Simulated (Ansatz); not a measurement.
## Molecular dynamics, with input and output: CH$_{2}$FSi (part 1 of 2)

System: CH$_{2}$FSi, multiplicity 2.
Method: UKS PBE0-D4/def2-SVP (Ansatz 0.2.0).

Figures and captions count atoms from 1; the log counts them from 0 in places.

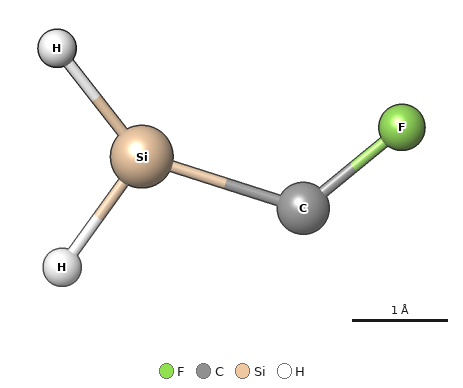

Figure 1. The input geometry (ball-and-stick view, seen at a tilt). Bond lengths as drawn: C–F 1.36 Å, C–Si 1.79 Å and H–Si 1.46 to 1.47 Å.

Summary

```csv
quantity,value
outcome,finished
mean temperature over the second half,1167 K
trajectory,"30 steps, 15 fs"
ensemble,nvt_nose_hoover
temperature in the input,100 K
time step,0.5 fs
potential energy (last step),−11647.0519 eV
mean-field energy (last step),−11646.9907 eV
dispersion energy (last step),−0.0613 eV
⟨S²⟩ (last step),0.792
SCF solution under orbital rotations (last step),stable
largest force (length of the vector) (last step),1.213 eV/Å
dipole moment (last step),1.26 D
hardware,"2 threads of Intel Xeon @ 2.50GHz, 15 GiB of memory available, shared host"
wall time,40 s (CPU time 76 s)
peak memory,0.15 GiB
```

Remarks

So short a trajectory is not equilibrated. The temperature stays far from the 100 K of the thermostat over the second half: the run isn't equilibrated.

Input
```yaml
crystal:
  periodic: [false, false, false]
  atoms:
    - {symbol: F, position_ang: [0.599660, -1.627580, 1.396090]}
    - {symbol: C, position_ang: [0.731720, -0.347960, 0.969970]}
    - {symbol: Si, position_ang: [-0.233750, 0.296230, -0.392700]}
    - {symbol: H, position_ang: [-1.262490, -0.005780, -1.399140]}
    - {symbol: H, position_ang: [0.164870, 1.685080, -0.574210]}
basis:
  gaussian: {orbitals: def2-SVP}
magnetization: {spin_polarized: true, initial_magnetization: 1}
hamiltonian: {xc: pbe0, dispersion: d4}
md: {n_steps: 30, timestep: 0.5, temperature: 100, ensemble: nvt_nose_hoover, seed: 25, initial_velocities: maxwell_boltzmann}
```

Launched with:
```bash
ansatz run in.yaml --threads 2 --pin off --events-out ev --progress --plain --max-ram 3481MiB
```

What the program printed
```
Functional definition: PBE0
  name "PBE0"
  cite "Adamo & Barone, J. Chem. Phys. 110, 6158 (1999) doi:10.1063/1.478522"
  cite "Perdew, Burke & Ernzerhof, Phys. Rev. Lett. 77, 3865 (1996) doi:10.1103/PhysRevLett.77.3865"
  parent pbe
  parameter a = 0.25
  parameter kappa = 0.804
  parameter beta = 0.06672455060314922
  exchange = (1 - a)*pbe_x(kappa = kappa, mu = beta*pi^2/3) + a*exact_x
  correlation = pbe_c(beta = beta)
586 factors; integrals over basis functions are off by at most 2.8e-4 eV
mean field evaluation 1: about -11644.3605 eV, gradient 1.7e1 eV
mean field evaluation 2: about -11634.8864 eV, gradient 3.8e1 eV
mean field evaluation 4: about -11646.0333 eV, gradient 2.1e0 eV
mean field evaluation 8: about -11646.0760 eV, gradient 3.9e-1 eV
mean field evaluation 16: about -11646.1790 eV, gradient 1.6e0 eV
mean field evaluation 32: about -11645.9182 eV, gradient 5.6e0 eV
mean field -11646.50768240 eV, -428.0012630416 hartree, gradient 1.4e-5 eV, S^2 0.866242; 4 other end points of the search recorded, 0 dependent functions left out
the calculation of the forces begins
reference -11646.50770005 eV, -428.0012636903 hartree; 16, 15 occupied and 40, 41 virtual orbitals, 586 factors
md step     0: t =     0.00 fs  T =   100.0 K  F+E_penalty+E_count = -11646.56830651 eV  E_kin = 0.038778 eV  conserved = -11646.52952851 eV  (117 SCF iters)
these checks for a lower state are left out or cut short: starts, cluster_reference, orbital_swaps, neighbouring_geometries, increment
586 factors; integrals over basis functions are off by at most 2.8e-4 eV
mean field -11646.50314675 eV, -428.0010963597 hartree, gradient 2.5e-5 eV, S^2 0.867412; 0 other end points of the search recorded, 0 dependent functions left out
the calculation of the forces begins
reference -11646.50316440 eV, -428.0010970085 hartree; 16, 15 occupied and 40, 41 virtual orbitals, 586 factors
md step     1: t =     0.50 fs  T =    88.3 K  F+E_penalty+E_count = -11646.56375951 eV  E_kin = 0.034227 eV  conserved = -11646.52953260 eV  (33 SCF iters)
[... from here on the SCF iterations and repeated set-up lines of each step are left out, up to the last step ...]
md step     2: t =     1.00 fs  T =    89.8 K  F+E_penalty+E_count = -11646.56435654 eV  E_kin = 0.034808 eV  conserved = -11646.52954830 eV  (36 SCF iters)
md step     3: t =     1.50 fs  T =   103.9 K  F+E_penalty+E_count = -11646.56984774 eV  E_kin = 0.040276 eV  conserved = -11646.52957283 eV  (35 SCF iters)
md step     4: t =     2.00 fs  T =   129.6 K  F+E_penalty+E_count = -11646.57984297 eV  E_kin = 0.050241 eV  conserved = -11646.52960313 eV  (35 SCF iters)
md step     5: t =     2.50 fs  T =   165.6 K  F+E_penalty+E_count = -11646.59385925 eV  E_kin = 0.064223 eV  conserved = -11646.52963653 eV  (35 SCF iters)
md step     6: t =     3.00 fs  T =   210.7 K  F+E_penalty+E_count = -11646.61136483 eV  E_kin = 0.081691 eV  conserved = -11646.52967081 eV  (35 SCF iters)
md step     7: t =     3.50 fs  T =   263.3 K  F+E_penalty+E_count = -11646.63181690 eV  E_kin = 0.102101 eV  conserved = -11646.52970404 eV  (35 SCF iters)
md step     8: t =     4.00 fs  T =   322.2 K  F+E_penalty+E_count = -11646.65469171 eV  E_kin = 0.124924 eV  conserved = -11646.52973506 eV  (35 SCF iters)
md step     9: t =     4.50 fs  T =   386.0 K  F+E_penalty+E_count = -11646.67950458 eV  E_kin = 0.149669 eV  conserved = -11646.52976321 eV  (36 SCF iters)
md step    10: t =     5.00 fs  T =   453.6 K  F+E_penalty+E_count = -11646.70582115 eV  E_kin = 0.175888 eV  conserved = -11646.52978891 eV  (36 SCF iters)
md step    11: t =     5.50 fs  T =   524.0 K  F+E_penalty+E_count = -11646.73325617 eV  E_kin = 0.203185 eV  conserved = -11646.52981116 eV  (44 SCF iters)
md step    12: t =     6.00 fs  T =   596.2 K  F+E_penalty+E_count = -11646.76147119 eV  E_kin = 0.231199 eV  conserved = -11646.52983206 eV  (43 SCF iters)
md step    13: t =     6.50 fs  T =   669.5 K  F+E_penalty+E_count = -11646.79015740 eV  E_kin = 0.259601 eV  conserved = -11646.52985206 eV  (43 SCF iters, 3 dispersion substeps)
md step    14: t =     7.00 fs  T =   742.9 K  F+E_penalty+E_count = -11646.81902281 eV  E_kin = 0.288074 eV  conserved = -11646.52987254 eV  (43 SCF iters, 3 dispersion substeps)
md step    15: t =     7.50 fs  T =   815.7 K  F+E_penalty+E_count = -11646.84777526 eV  E_kin = 0.316297 eV  conserved = -11646.52989327 eV  (43 SCF iters, 3 dispersion substeps)
md step    16: t =     8.00 fs  T =   886.9 K  F+E_penalty+E_count = -11646.87611334 eV  E_kin = 0.343940 eV  conserved = -11646.52991435 eV  (43 SCF iters, 3 dispersion substeps)
md step    17: t =     8.50 fs  T =   955.8 K  F+E_penalty+E_count = -11646.90372192 eV  E_kin = 0.370656 eV  conserved = -11646.52993676 eV  (43 SCF iters, 3 dispersion substeps)
md step    18: t =     9.00 fs  T =  1021.4 K  F+E_penalty+E_count = -11646.93027155 eV  E_kin = 0.396085 eV  conserved = -11646.52995947 eV  (43 SCF iters, 3 dispersion substeps)
md step    19: t =     9.50 fs  T =  1082.7 K  F+E_penalty+E_count = -11646.95542908 eV  E_kin = 0.419863 eV  conserved = -11646.52998173 eV  (43 SCF iters, 3 dispersion substeps)
md step    20: t =    10.00 fs  T =  1138.9 K  F+E_penalty+E_count = -11646.97886978 eV  E_kin = 0.441638 eV  conserved = -11646.53000292 eV  (43 SCF iters, 3 dispersion substeps)
md step    21: t =    10.50 fs  T =  1189.0 K  F+E_penalty+E_count = -11647.00028845 eV  E_kin = 0.461079 eV  conserved = -11646.53002261 eV  (43 SCF iters, 3 dispersion substeps)
md step    22: t =    11.00 fs  T =  1232.4 K  F+E_penalty+E_count = -11647.01940431 eV  E_kin = 0.477883 eV  conserved = -11646.53004129 eV  (43 SCF iters, 3 dispersion substeps)
md step    23: t =    11.50 fs  T =  1268.2 K  F+E_penalty+E_count = -11647.03595334 eV  E_kin = 0.491771 eV  conserved = -11646.53006041 eV  (42 SCF iters, 3 dispersion substeps)
md step    24: t =    12.00 fs  T =  1295.7 K  F+E_penalty+E_count = -11647.04966730 eV  E_kin = 0.502462 eV  conserved = -11646.53008201 eV  (42 SCF iters, 3 dispersion substeps)
md step    25: t =    12.50 fs  T =  1314.3 K  F+E_penalty+E_count = -11647.06024424 eV  E_kin = 0.509656 eV  conserved = -11646.53010786 eV  (42 SCF iters, 3 dispersion substeps)
md step    26: t =    13.00 fs  T =  1322.9 K  F+E_penalty+E_count = -11647.06732187 eV  E_kin = 0.513001 eV  conserved = -11646.53013802 eV  (42 SCF iters, 3 dispersion substeps)
md step    27: t =    13.50 fs  T =  1320.6 K  F+E_penalty+E_count = -11647.07047279 eV  E_kin = 0.512094 eV  conserved = -11646.53017191 eV  (42 SCF iters, 3 dispersion substeps)
md step    28: t =    14.00 fs  T =  1306.2 K  F+E_penalty+E_count = -11647.06922799 eV  E_kin = 0.506507 eV  conserved = -11646.53020480 eV  (42 SCF iters, 3 dispersion substeps)
md step    29: t =    14.50 fs  T =  1278.7 K  F+E_penalty+E_count = -11647.06314509 eV  E_kin = 0.495857 eV  conserved = -11646.53023062 eV  (42 SCF iters, 3 dispersion substeps)
these checks for a lower state are left out or cut short: starts, cluster_reference, orbital_swaps, neighbouring_geometries, increment
586 factors; integrals over basis functions are off by at most 3.7e-4 eV
mean field -11646.99065266 eV, -428.0190118714 hartree, gradient 1.0e-5 eV, S^2 0.791717; 0 other end points of the search recorded, 0 dependent functions left out
the calculation of the forces begins
reference -11646.99066946 eV, -428.0190124888 hartree; 16, 15 occupied and 40, 41 virtual orbitals, 586 factors
586 factors; integrals over basis functions are off by at most 3.7e-4 eV
mean field evaluation 256: about -11646.9907 eV, gradient 6.8e-4 eV
mean field -11646.99065266 eV, -428.0190118714 hartree, gradient 1.0e-5 eV, S^2 0.791717; 3 other end points of the search recorded, 0 dependent functions left out
the calculation of the forces begins
reference -11646.99066946 eV, -428.0190124888 hartree; 16, 15 occupied and 40, 41 virtual orbitals, 586 factors
md step    30: t =    15.00 fs  T =  1237.6 K  F+E_penalty+E_count = -11647.05190483 eV  E_kin = 0.479900 eV  conserved = -11646.53024235 eV  (46 SCF iters, 3 dispersion substeps)
```

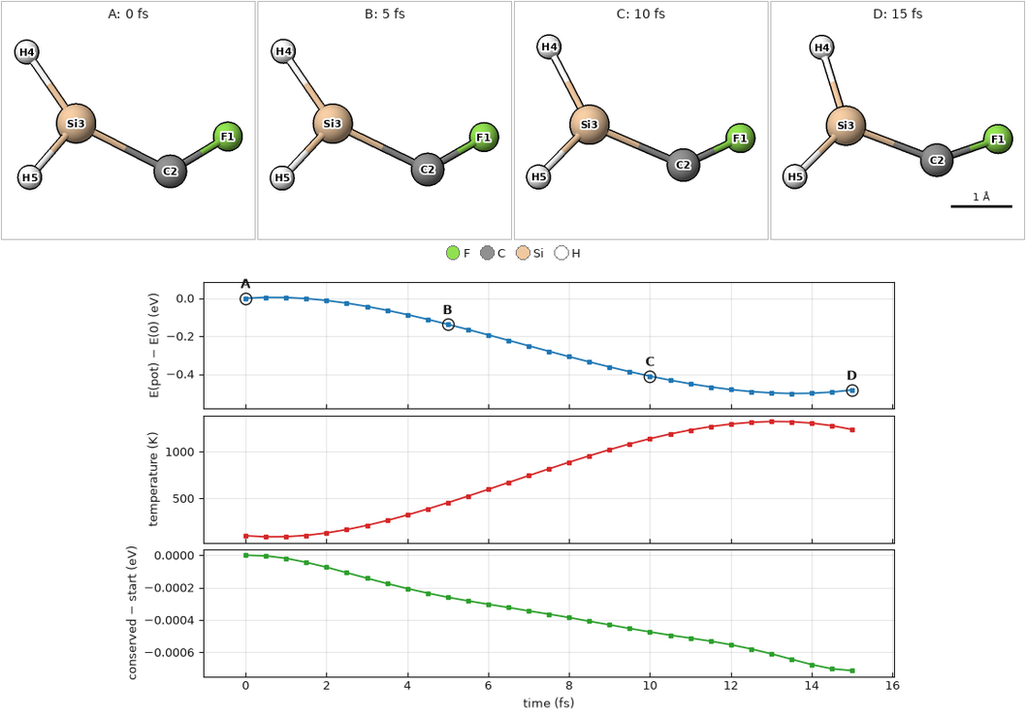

Figure 2. Frames of the molecular dynamics (ball-and-stick, seen at a tilt) above the curves, on which the letters mark them. The trajectory kept here has 31 frames over 15 fs. The temperature starts at 100 K, ranges from 88 to 1323 K and averages 1167 K over the second half. The potential energy ends 0.484 eV below its first value. The conserved quantity stays within 0.00071 eV. After an unweighted best fit of the last frame on the first, the root-mean-square displacement is 0.21 Å.

```
Total energy: -11647.05192163 eV, -428.0212634647 hartree
Atom 0 at     0.633241    -1.597131     1.422096 Å, force     0.169594    -0.913272     0.548831 eV/Å
Atom 1 at     0.597134    -0.450506     0.866497 Å, force     0.644803     0.167465     0.705210 eV/Å
Atom 2 at    -0.197900     0.333334    -0.375552 Å, force    -0.793027     0.034095    -0.917142 eV/Å
Atom 3 at    -1.232309    -0.441789    -1.112677 Å, force    -0.054065     0.250858    -0.167428 eV/Å
Atom 4 at     0.106607     1.735305    -0.595646 Å, force     0.032695     0.460854    -0.169471 eV/Å
Dipole moment:    -0.125406     0.124608    -0.194967 e Å
```

Trajectory as extended XYZ (Å, eV, eV/Å), 31 frames, from step=0 to step=30
```
5
Properties=species:S:1:pos:R:3:forces:R:3 step=0 time_fs=0.0 energy=-11646.56831 temperature=100.0
F     0.5997   -1.6276    1.3961    0.6985   1.8174  -0.0353
C     0.7317   -0.3480    0.9700   -2.0881  -2.4481  -1.2253
Si   -0.2338    0.2962   -0.3927    1.4843   0.9944   1.1980
H    -1.2625   -0.0058   -1.3991   -0.2591  -0.9121   0.1245
H     0.1649    1.6851   -0.5742    0.1644   0.5484  -0.0619
5
Properties=species:S:1:pos:R:3:forces:R:3 step=1 time_fs=0.5 energy=-11646.56376 temperature=88.3
F     0.5998   -1.6270    1.3961    0.6960   1.7513  -0.0120
C     0.7321   -0.3495    0.9709   -2.1065  -2.3631  -1.2775
Si   -0.2339    0.2960   -0.3930    1.5592   1.0853   1.2368
H    -1.2609    0.0027   -1.3997   -0.3077  -0.9443   0.0873
H     0.1611    1.6896   -0.5776    0.1590   0.4707  -0.0345
5
Properties=species:S:1:pos:R:3:forces:R:3 step=2 time_fs=1.0 energy=-11646.56436 temperature=89.8
F     0.6001   -1.6261    1.3962    0.6903   1.6667   0.0160
C     0.7320   -0.3514    0.9716   -2.1159  -2.2583  -1.3287
Si   -0.2340    0.2959   -0.3932    1.6194   1.1857   1.2551
H    -1.2601    0.0090   -1.4000   -0.3404  -0.9661   0.0633
H     0.1577    1.6952   -0.5810    0.1467   0.3721  -0.0058
5
Properties=species:S:1:pos:R:3:forces:R:3 step=3 time_fs=1.5 energy=-11646.56985 temperature=103.9
F     0.6004   -1.6251    1.3962    0.6814   1.5632   0.0490
C     0.7315   -0.3539    0.9720   -2.1165  -2.1338  -1.3787
Si   -0.2339    0.2958   -0.3932    1.6614   1.2895   1.2522
H    -1.2601    0.0129   -1.4001   -0.3554  -0.9775   0.0543
H     0.1546    1.7017   -0.5845    0.1290   0.2586   0.0233
5
Properties=species:S:1:pos:R:3:forces:R:3 step=4 time_fs=2.0 energy=-11646.57984 temperature=129.6
F     0.6009   -1.6239    1.3963    0.6695   1.4411   0.0869
C     0.7306   -0.3567    0.9721   -2.1080  -1.9898  -1.4277
Si   -0.2337    0.2959   -0.3932    1.6828   1.3906   1.2282
H    -1.2609    0.0145   -1.4002   -0.3520  -0.9784   0.0608
H     0.1518    1.7089   -0.5879    0.1077   0.1365   0.0517
5
Properties=species:S:1:pos:R:3:forces:R:3 step=5 time_fs=2.5 energy=-11646.59386 temperature=165.6
F     0.6014   -1.6224    1.3963    0.6545   1.3003   0.1300
C     0.7293   -0.3600    0.9720   -2.0906  -1.8265  -1.4754
Si   -0.2333    0.2961   -0.3931    1.6822   1.4830   1.1844
H    -1.2626    0.0137   -1.4001   -0.3307  -0.9690   0.0825
H     0.1493    1.7164   -0.5912    0.0846   0.0123   0.0785
```
